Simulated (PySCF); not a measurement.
# TcOF₂: structure of the doublet

Aim: relax TcOF₂ as a doublet from a PBE0 minimum start, check by its vibrations whether the end is a minimum, and collect its spectrum and constants.

Program: PySCF 2.14.0. Level of theory: PBE0, basis Tc def2-SVP with ECP28, O def2-SVP, F def2-SVP, scalar-relativistic core potentials, no spin–orbit coupling, density fitting. These are calculated values, not measurements.

## Step 1: Where the work starts

4 atoms, charge 0, spin multiplicity 2.

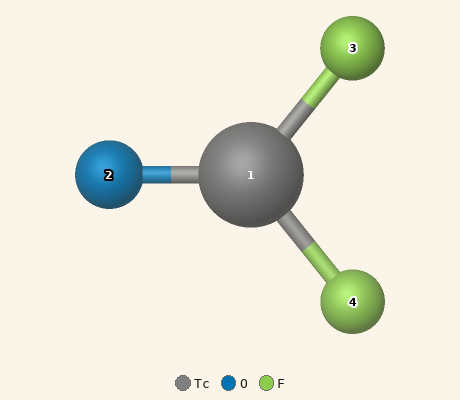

As it starts; technetium grey, oxygen blue, fluorine green; atoms are numbered from 1 in the order of the file.

```xyz
4
charge 0 multiplicity 2
Tc   -0.1023    0.0000   -0.0607
O    -1.4911    0.0000   -0.8857
F     0.1537    0.0000    1.7783
F     1.6351    0.0000   -0.7158
```

## Step 2: First SCF at the start

The steps below are one call of a driver around PySCF. For each, scf.py gives the equivalent set-up of the SCF; relaxations use the driver's own optimiser. After this first run the driver tries any further starts and a stability analysis.

File scf.py:

```python
from pyscf import gto, scf, dft
mol = gto.M(atom='''
Tc    -0.102268    -0.000000    -0.060744
O     -1.491111    -0.000000    -0.885673
F      0.153681     0.000000     1.778307
F      1.635113    -0.000000    -0.715819''',
    basis={'Tc': 'def2-SVP', 'O': 'def2-SVP', 'F': 'def2-SVP'},
    ecp={'Tc': 'def2-SVP'},
    charge=0, spin=1)
mf = dft.UKS(mol, xc='PBE0')
mf.grids.atom_grid = (50, 194)
aux = {'Tc': 'def2-universal-JKFIT', 'O': 'def2-universal-JKFIT', 'F': 'def2-universal-JKFIT'}
mf = mf.density_fit(auxbasis=aux)
mf.conv_tol = 1e-08
mf.diis_space = 10
mf.max_cycle = 60
mf.init_guess = 'minao'
mf.verbose = 4
mf.kernel()
```

Command:

```
OMP_NUM_THREADS=2 python axn.py task.json out
```

Output:

```text
init E= -346.759452790695
[... the frontier-level lines of each cycle are left out ...]
cycle= 1 E= -355.003937039131  delta_E= -8.24  |g|= 0.836  |ddm|= 2.25
cycle= 2 E= -353.020513627039  delta_E= 1.98  |g|= 2.42  |ddm|= 1.83
cycle= 3 E= -355.176204063599  delta_E= -2.16  |g|= 0.43  |ddm|= 1.54
cycle= 4 E= -355.235846514456  delta_E= -0.0596  |g|= 0.203  |ddm|= 0.393
cycle= 5 E= -355.250367001969  delta_E= -0.0145  |g|= 0.0565  |ddm|= 0.172
cycle= 6 E= -355.251929871333  delta_E= -0.00156  |g|= 0.00631  |ddm|= 0.0549
cycle= 7 E= -355.251986974864  delta_E= -5.71e-05  |g|= 0.00268  |ddm|= 0.0179
cycle= 8 E= -355.252001156459  delta_E= -1.42e-05  |g|= 0.00161  |ddm|= 0.00994
cycle= 9 E= -355.252004941341  delta_E= -3.78e-06  |g|= 0.000546  |ddm|= 0.00523
cycle= 10 E= -355.252005242501  delta_E= -3.01e-07  |g|= 0.000526  |ddm|= 0.00103
cycle= 11 E= -355.252005476965  delta_E= -2.34e-07  |g|= 0.000176  |ddm|= 0.000743
cycle= 12 E= -355.252005561385  delta_E= -8.44e-08  |g|= 4.12e-05  |ddm|= 0.000826
cycle= 13 E= -355.252005564019  delta_E= -2.63e-09  |g|= 8.51e-06  |ddm|= 0.000133
Extra cycle  E= -355.252005564237  delta_E= -2.18e-10  |g|= 6.95e-06  |ddm|= 3.16e-05
converged SCF energy = -355.252005564237  <S^2> = 0.75591578  2S+1 = 2.0059071
```

This step, with its further starts and checks, needed 13 s of wall time on 2 threads of Arm Neoverse V1, shared host.

The starts that the driver tried:

```tsv
start	energy (Eh)
the minimal-basis guess	-355.252006
a thermally smeared density	-355.257662
a smeared PBE density	-355.257662
```

The first run landed in a state that is too high. Following the other starts and the instabilities gains 14.9 kJ/mol (-355.25766 Eh), and the work goes on from there.

## Step 3: Relaxing the doublet from the PBE0 minimum start

The program finds C2v symmetry in the start, which this walk keeps.

Edit scf.py of step 2 so:

```diff
@@ -3,4 +3,4 @@
-Tc    -0.102268    -0.000000    -0.060744
-O     -1.491111    -0.000000    -0.885673
-F      0.153681     0.000000     1.778307
-F      1.635113    -0.000000    -0.715819''',
+Tc    -0.102392     0.000000    -0.060818
+O     -1.491235     0.000000    -0.885747
+F      0.153557     0.000000     1.778233
+F      1.634989     0.000000    -0.715893''',
@@ -17 +16,0 @@
-mf.init_guess = 'minao'
```

Steps of the walk:

```tsv
step	energy (Eh)	change (kJ/mol)	largest symmetric gradient (Eh/bohr)
0	-355.257662	0.00	0.01243
1	-355.258477	-2.14	0.00611
2	-355.258869	-3.17	0.00246
3	-355.259075	-3.71	0.00113
4	-355.259077	-3.71	0.00016
```

The walk took 11 s.

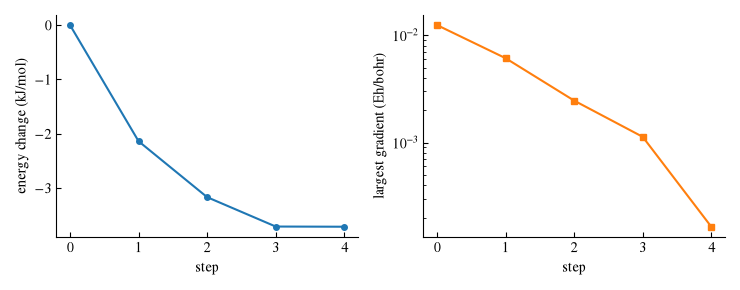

How energy and gradient fall.

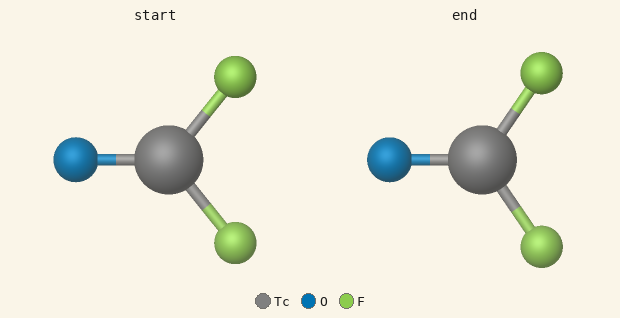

The geometry along the walk, at one scale.

End point (C2v, 4 steps, 3.7 kJ/mol gained): Tc–F 1.835 Å (×2), Tc–O 1.613 Å; F–Tc–F 111.5°, F–Tc–O 124.3° (×2).

## Step 4: Vibrations and properties at this point

The point is checked on the finer grid, and tightened if its gradient asks for it. The Hessian and the dipole derivatives come from central differences of analytic gradients, with steps of 0.02 bohr.

Edit scf.py of step 3 so:

```diff
@@ -3,4 +3,4 @@
-Tc    -0.102392     0.000000    -0.060818
-O     -1.491235     0.000000    -0.885747
-F      0.153557     0.000000     1.778233
-F      1.634989     0.000000    -0.715893''',
+Tc    -0.077427     0.000000    -0.045989
+O     -1.463927     0.000000    -0.869526
+F      0.041281     0.000000     1.785234
+F      1.587423     0.000000    -0.817835''',
@@ -11 +11 @@
-mf.grids.atom_grid = (50, 194)
+mf.grids.atom_grid = (75, 302)
@@ -14 +14 @@
-mf.conv_tol = 1e-08
+mf.conv_tol = 1e-10
```

The driver hands on the density of the step before, so the log starts near convergence.

Log of the central SCF (cycles and frontier levels):

```text
init E= -355.259030854399
[... the frontier-level lines of each cycle are left out ...]
cycle= 1 E= -355.259030854399  delta_E= 7.39e-13  |g|= 2.94e-06  |ddm|= 5.35e-06
Extra cycle  E= -355.259030854375  delta_E= 2.4e-11  |g|= 8.95e-06  |ddm|= 7.92e-06
converged SCF energy = -355.259030854375  <S^2> = 0.76018075  2S+1 = 2.010155
```

The whole step took 56 s.

Geometry: C2v; Tc–F 1.835 Å (×2), Tc–O 1.613 Å; F–Tc–F 111.2°, F–Tc–O 124.4° (×2).

Harmonic modes (main isotopes):

| symmetry | ω (cm⁻¹) | IR (km/mol) |
| --- | --- | --- |
| a1 | 157 | 9.9 |
| b1 | 173 | 11.5 |
| b2 | 201 | 18.2 |
| a1 | 681 | 78.6 |
| b2 | 697 | 135 |
| a1 | 1133 | 168 |

No imaginary mode, so this is a minimum.

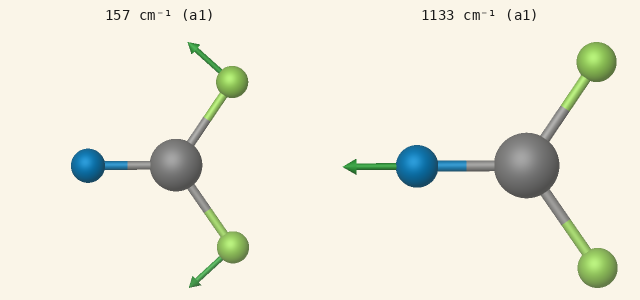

Displacements of 2 of the modes, as arrows (one member where a mode is degenerate).

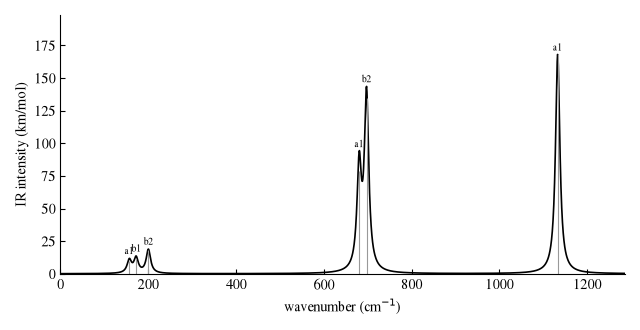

The harmonic infrared spectrum (widths in cm⁻¹). Lines are broadened to a width of 12 cm⁻¹ (Lorentzian).

Properties at this point:

* Dipole moment: 0.72 D
* Highest occupied level: -7.37 eV
* Lowest empty level: -3.85 eV
* Rotational constants: 0.2074, 0.1936, 0.1001 cm⁻¹
* Zero-point energy: 18.2 kJ/mol
* Principal polarisabilities: 28.4, 29.1, 36.6 bohr³
* Atomisation energy without zero-point energy: 1482 kJ/mol
* Principal traceless quadrupole moments about the centre of mass: -2.23, -1.68, 3.90 D Å
* Entropy at 298.15 K and 1 bar (electronic part: spin only): 311.0 J/(mol K)
* Heat capacity Cp at 298.15 K: 64.9 J/(mol K)
* Enthalpy at 298.15 K above 0 K: 15.30 kJ/mol
* Rotational symmetry number: 2
* Spin squared ⟨S²⟩: 0.760

Charges (e) and bond orders:

| atom | Mulliken | Löwdin | polar tensor | spin (Mulliken) | Mayer order to Tc1 |
| --- | --- | --- | --- | --- | --- |
| Tc1 | 1.04 | 0.31 | 1.86 | 1.01 | – |
| O2 | -0.31 | -0.01 | -0.66 | -0.11 | 2.25 |
| F3,4 | -0.37 | -0.15 | -0.60 | 0.05 | 1.00 |

Outer orbital energies (eV). α occupied: -13.47, -13.38, -12.29, -12.20, -12.01, -11.67, -8.41, -7.68; empty: -3.85, -2.60, -2.06, 0.27. β occupied: -13.88, -13.28, -12.56, -12.27, -12.01, -11.99, -11.76, -7.37; empty: -3.62, -3.46, -2.21, -1.65.

Mulliken populations on Tc1 (outside its core potential): s 2.49, p 6.32, d 5.09, f 0.06.

## Step 5: Summary of results

```
                                          quantity                                                               value
                                           minimum                                                        doublet, C2v
                                          geometry  Tc–F 1.835 Å (×2), Tc–O 1.613 Å; F–Tc–F 111.2°, F–Tc–O 124.4° (×2)
                                wavenumbers (cm⁻¹)         157 (a1), 173 (b1), 201 (b2), 681 (a1), 697 (b2), 1133 (a1)
                                     dipole moment                                                              0.72 D
highest occupied, lowest empty level (either spin)                                                     -7.37, -3.85 eV
                        polar-tensor charge of Tc1                                                             +1.86 e
                                 zero-point energy                                                         18.2 kJ/mol
                               entropy at 298.15 K                                                     311.0 J/(mol K)
         atomisation energy (no zero-point energy)                                                         1482 kJ/mol
                                              ⟨S²⟩                                                               0.760
```

In words: The PBE0 minimum start keeps its C2v symmetry and ends in a minimum. The strongest infrared band lies at 1133 cm⁻¹ (a1, stretch). Most of the spin sits on Tc1 (Mulliken spin 1.01, against 1 for the whole molecule). The first SCF alone would have been 15 kJ/mol too high. Only this shape and spin were tried, so other structures or states may lie lower. One determinant may miss the lowest occupation of an open d or f shell.

The search up to here took 80 s.
